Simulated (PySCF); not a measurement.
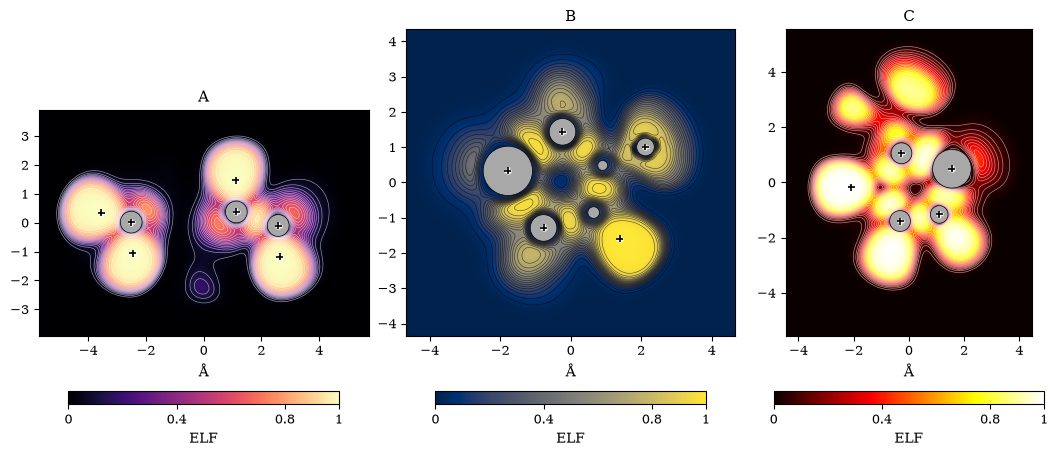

The electron localisation function of 3 systems, each on a plane through atoms (crosses mark nuclei in the plane; grey discs cover the cores).

The calculation used wB97X-D/def2-SVPD, SCF density, gas phase in PySCF 2.14.0.

System 1: C3H10S2Si, the plane of atoms C1, C2 and H11. Geometry: GFN2-xTB.

```xyz
16

C    -2.3474   -0.6540   -0.1020
C    -0.9594   -0.5425    0.5204
Si    0.1165    0.7389   -0.3785
S    -0.9312    2.6133   -0.4162
S     1.9811    1.1154    0.6263
C     2.6984   -0.5518    0.5864
H    -2.2809   -0.9982   -1.1314
H    -2.8419    0.3145   -0.1005
H    -2.9638   -1.3560    0.4557
H    -0.4780   -1.5223    0.4995
H    -1.0620   -0.2642    1.5728
H     0.4226    0.3405   -1.7515
H     0.0934    3.3714   -0.0650
H     2.0869   -1.2275    1.1749
H     2.7691   -0.8936   -0.4409
H     3.6890   -0.4751    1.0216
```

System 2: C4H10FNSi, the plane of atoms C3, Si7 and N6. Geometry: GFN2-xTB.

| atom | x (Å) | y (Å) | z (Å) |
| --- | --- | --- | --- |
| F | 2.9440 | 0.5696 | 0.3374 |
| C | 2.0519 | -0.2990 | -0.2514 |
| C | 0.6817 | -0.1555 | 0.3768 |
| C | -0.3319 | -1.1044 | -0.2618 |
| C | -1.7240 | -0.5806 | 0.0791 |
| N | -1.6676 | 0.8560 | -0.1088 |
| Si | -0.1313 | 1.5636 | 0.1828 |
| H | 2.4687 | -1.3053 | -0.1180 |
| H | 2.0342 | -0.0493 | -1.3176 |
| H | 0.7764 | -0.3976 | 1.4392 |
| H | -0.2061 | -1.0781 | -1.3464 |
| H | -0.2066 | -2.1354 | 0.0739 |
| H | -1.9825 | -0.8423 | 1.1152 |
| H | -2.4829 | -1.0157 | -0.5790 |
| H | -2.5527 | 1.3271 | -0.0356 |
| H | 0.3145 | 2.2999 | -1.0008 |
| H | 0.0072 | 2.3591 | 1.4051 |

System 3: C4H9FSi (SMILES F[C@H]1CC[SiH2]C1), the plane of atoms C4, Si5 and C6. Geometry: GFN2-xTB.

```tsv
atom	x (Å)	y (Å)	z (Å)
F	-2.5027	0.4224	-0.1229
C	-1.1942	0.2803	0.3096
C	-0.6687	-1.1039	-0.0560
C	0.8211	-1.1357	0.2848
Si	1.4561	0.6042	-0.1789
C	-0.2978	1.3340	-0.3276
H	-1.2304	0.4020	1.3996
H	-0.8141	-1.2472	-1.1288
H	-1.2291	-1.8808	0.4670
H	0.9482	-1.3237	1.3516
H	1.3158	-1.9516	-0.2379
H	2.1833	0.6331	-1.4493
H	2.2367	1.2281	0.8919
H	-0.4373	2.3029	0.1468
H	-0.5915	1.4441	-1.3719
```

Match each panel to its system.

Answer. Panel A is system 1, C3H10S2Si: the plane holds C and H. C–C (1.53 Å): the ELF peaks at about 0.95 between the atoms, as expected for a shared electron pair. Panel B is system 3, C4H9FSi: the plane holds F, C, Si and H. C–Si (1.91 Å): the ELF peaks at about 0.95 between the atoms, as expected for localised, covalent bonding. Panel C is system 2, C4H10FNSi: the plane holds C, N, Si and H. C–N (1.45 Å): the ELF peaks at about 0.95 between the atoms, as expected for a shared electron pair.
